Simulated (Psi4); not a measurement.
# quartet SiH at 5 levels

Aim: a comparison of 5 runs (UBLYP/def2-TZVPPD, UM06-L/def2-TZVPPD, UPBE/def2-TZVPPD, UPBE0/def2-TZVPPD, USVWN5/def2-TZVPPD) of quartet SiH. 

The calculation is run with Psi4 1.11.

9 further runs of the same task are left out: 7 that didn't finish, 2 set aside as unsound or not needed.

## (1) The molecule

SiH has 2 atoms, charge 0, and is taken as a quartet. SMILES of the parent species: `[SiH]`. The shape is that of a PBE0-D4/def2-TZVP optimisation. That shape belongs to the parent species and isn't relaxed for this state.

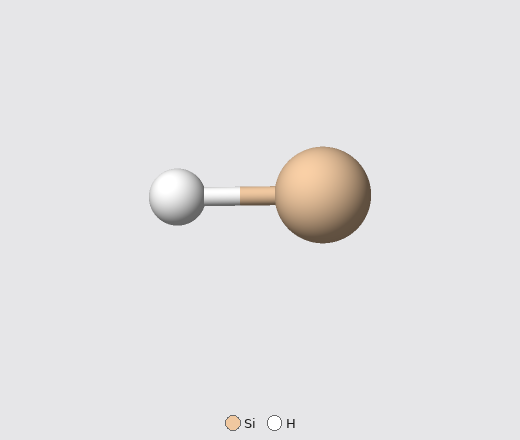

The structure, seen from a chosen angle (silicon light orange, hydrogen white).

## (2) A single-point energy at UBLYP/def2-TZVPPD (run 1)

The input, job.py:

```python
import psi4

psi4.set_memory(2200000000)
psi4.set_num_threads(1)
psi4.core.set_output_file('output.dat', False)

mol = psi4.geometry("""
0 4
Si     0.000000     0.000000    -0.007580
H      0.000000     0.000000     1.524140
symmetry c1
no_reorient
no_com
""")

psi4.set_options({
    'basis': 'def2-TZVPPD',
    'reference': 'uks',
    'puream': True,
    'e_convergence': 1e-09,
    'd_convergence': 1e-08,
    'scf_type': 'pk',
    'dft_radial_points': 99,
    'dft_spherical_points': 590,
    'maxiter': 100,
})

e, wfn = psi4.energy('blyp', molecule=mol, return_wfn=True)
psi4.oeprop(wfn, 'LOWDIN_CHARGES', 'WIBERG_LOWDIN_INDICES', 'MULLIKEN_CHARGES', title='BLYP')
print('E =', round(e, 9))
```

Run with:

```bash
python job.py
```

output.dat:

```text
[...]
  Running in c1 symmetry.
[...]
  Nuclear repulsion =    4.836707067466639
[...]
  Multiplicity = 4
[...]
  Nalpha       = 9
  Nbeta        = 6
[...]
    Number of basis functions: 65
[...]
   @UKS iter   1:  -289.88409341569815   -2.20330e-01   5.29347e-03 ADIIS/DIIS
[...]
   @UKS iter  10:  -289.92307149236234   -9.66338e-13   6.04622e-09 DIIS
[...]
   @S^2 Observed:                3.751174448E+00
[...]
  @UKS Final Energy:  -289.92307149236234
   => Energetics <=
    Nuclear Repulsion Energy =              4.8367070674666390
    One-Electron Energy =                -410.7830405246637611
    Two-Electron Energy =                 137.2052524905321320
    DFT Exchange-Correlation Energy =     -21.1819905256973833
    Empirical Dispersion Energy =           0.0000000000000000
    VV10 Nonlocal Energy =                  0.0000000000000000
    Total Energy =                       -289.9230714923623395
[...]
 Multipole Moments:
 ------------------------------------------------------------------------------------
     Multipole            Electronic (a.u.)      Nuclear  (a.u.)        Total (a.u.)
 ------------------------------------------------------------------------------------
 L = 1.  Multiply by 2.5417464519 to convert [e a0] to [Debye]
 Dipole X            :          0.0000000            0.0000000            0.0000000
 Dipole Y            :          0.0000000            0.0000000            0.0000000
 Dipole Z            :         -2.6676216            2.6796694            0.0120478
 Magnitude           :                                                    0.0120478
[...]
```

The script printed:

```text
E = -289.923071492
```

It took 10 s on 1 thread of Intel Xeon at 2.50GHz (Skylake/Cascade Lake), shared host; peak memory 0.45 GiB.

## (3) Energy and forces at UM06-L/def2-TZVPPD (run 2)

The input, hsi.xyz:

```xyz
2
HSi
Si     0.000000     0.000000    -0.007580
H      0.000000     0.000000     1.524140
```

The input, run.py:

```python
import psi4

psi4.set_memory(2200000000)
psi4.set_num_threads(1)
psi4.core.set_output_file('psi4.out', False)

with open('hsi.xyz') as f:
    atoms = ''.join(f.readlines()[2:])
molecule = psi4.geometry('0 4\n' + atoms + 'symmetry c1')

psi4.set_options({
    'basis': 'def2-TZVPPD',
    'reference': 'uks',
    'puream': True,
    'e_convergence': 1e-09,
    'd_convergence': 1e-08,
    'scf_type': 'pk',
    'dft_radial_points': 99,
    'dft_spherical_points': 590,
    'maxiter': 100,
})

energy_value = psi4.gradient("m06-l")
print('gradient / Eh bohr^-1')
print(energy_value.np.round(6))
```

Run with:

```bash
python run.py
```

psi4.out:

```text
[...]
  Running in c1 symmetry.
[...]
  Nuclear repulsion =    4.836707067466639
[...]
  Multiplicity = 4
[...]
  Nalpha       = 9
  Nbeta        = 6
[...]
    Number of basis functions: 65
[...]
   @UKS iter   1:  -289.88720608313673   -2.61914e-01   4.62456e-03 DIIS/ADIIS
[...]
   @UKS iter  12:  -289.91584134623258   -1.81899e-12   4.68357e-09 DIIS
[...]
   @S^2 Observed:                3.753756044E+00
[...]
  @UKS Final Energy:  -289.91584134623258
   => Energetics <=
    Nuclear Repulsion Energy =              4.8367070674666390
    One-Electron Energy =                -410.8812752110268320
    Two-Electron Energy =                 137.3353934253221382
    DFT Exchange-Correlation Energy =     -21.2066666279945437
    Empirical Dispersion Energy =           0.0000000000000000
    VV10 Nonlocal Energy =                  0.0000000000000000
    Total Energy =                       -289.9158413462325825
[...]
  -Total Gradient:
     Atom            X                  Y                   Z
    ------   -----------------  -----------------  -----------------
       1        0.000000000005    -0.000000000000    -0.012877509222
       2       -0.000000000006     0.000000000001     0.012913338367
[...]
```

On the terminal:

```text
gradient / Eh bohr^-1
[[ 0.       -0.       -0.012878]
 [-0.        0.        0.012913]]
```

Run time: 21 s. Hardware: 1 thread of Intel Xeon at 2.50GHz (Skylake/Cascade Lake), shared host; peak memory 0.75 GiB.

Runs 3 to 4 aren't shown in full; the table further down has their settings and results.

## (4) A single-point energy at USVWN5/def2-TZVPPD (run 5)

The input, calc.inp:

```
memory 2200 MB

molecule molecule1 {
  0 4
  Si     0.00000000     0.00000000    -0.01432412
  H      0.00000000     0.00000000     2.88020718
  units au
  symmetry c1
  no_reorient
  no_com
}

set globals {
  basis                def2-TZVPPD
  reference            uks
  puream               true
  e_convergence        1e-09
  d_convergence        1e-08
  scf_type             pk
  dft_radial_points    99
  dft_spherical_points 590
  maxiter              100
}

e_tot, wfn = energy('scf', dft_functional={"name": "SVWN5", "x_functionals": {"LDA_X": {}}, "c_functionals": {"LDA_C_VWN": {}}}, return_wfn=True)
oeprop(wfn, 'DIPOLE', 'LOWDIN_CHARGES', 'WIBERG_LOWDIN_INDICES', title='SCF')
```

Run with:

```bash
psi4 -i calc.inp -o calc.out -n 1
```

calc.out:

```text
[...]
  Running in c1 symmetry.
[...]
  Nuclear repulsion =    4.836707068947570
[...]
  Multiplicity = 4
[...]
  Nalpha       = 9
  Nbeta        = 6
[...]
    Number of basis functions: 65
[...]
   @UKS iter   1:  -288.71504724150628   -2.15483e-01   5.06835e-03 ADIIS/DIIS
[...]
   @UKS iter  10:  -288.75290023374589   -2.04636e-12   3.28337e-09 DIIS
[...]
   @S^2 Observed:                3.750617817E+00
[...]
  @UKS Final Energy:  -288.75290023374589
   => Energetics <=
    Nuclear Repulsion Energy =              4.8367070689475700
    One-Electron Energy =                -410.6663480240740114
    Two-Electron Energy =                 137.0615664275588301
    DFT Exchange-Correlation Energy =     -19.9848257061782988
    Empirical Dispersion Energy =           0.0000000000000000
    VV10 Nonlocal Energy =                  0.0000000000000000
    Total Energy =                       -288.7529002337458905
[...]
 Multipole Moments:
 ------------------------------------------------------------------------------------
     Multipole            Electronic (a.u.)      Nuclear  (a.u.)        Total (a.u.)
 ------------------------------------------------------------------------------------
 L = 1.  Multiply by 2.5417464519 to convert [e a0] to [Debye]
 Dipole X            :         -0.0000000            0.0000000           -0.0000000
 Dipole Y            :          0.0000000            0.0000000            0.0000000
 Dipole Z            :         -2.6423381            2.6796695            0.0373314
 Magnitude           :                                                    0.0373314
[...]
```

It took 7.5 s on 1 thread of Intel Xeon at 2.50GHz (Skylake/Cascade Lake), shared host; peak memory 0.3 GiB.

## (5) All runs side by side

```csv
run,level,task,energy (Eh),dipole moment (D),HOMO energy (eV),⟨S²⟩,wall time
1,UBLYP/def2-TZVPPD,energy,-289.923071,0.03,-4.51,3.751,10 s
2,UM06-L/def2-TZVPPD,gradient,-289.915841,0.01,-4.93,3.754,21 s
3,UPBE/def2-TZVPPD,gradient,-289.778182,0.04,-4.86,3.751,16 s
4,UPBE0/def2-TZVPPD,gradient,-289.806556,0.01,-5.93,3.751,14 s
5,USVWN5/def2-TZVPPD,energy,-288.752900,0.09,-4.85,3.751,7.5 s
```

## (6) Results

| quantity | value |
| --- | --- |
| run 5: total energy | -288.75290 Eh |
| run 5: dipole moment | 0.09 D |
| run 5: HOMO energy (highest over α and β) | -4.85 eV |
| run 5: ⟨S²⟩ | 3.751 |

In words: The dipole moment (its size) runs from 0.01 D (UPBE0/def2-TZVPPD) to 0.09 D (USVWN5/def2-TZVPPD). Totals of different functionals can't be ranked against each other. All runs together took 68 s, the longest 21 s.
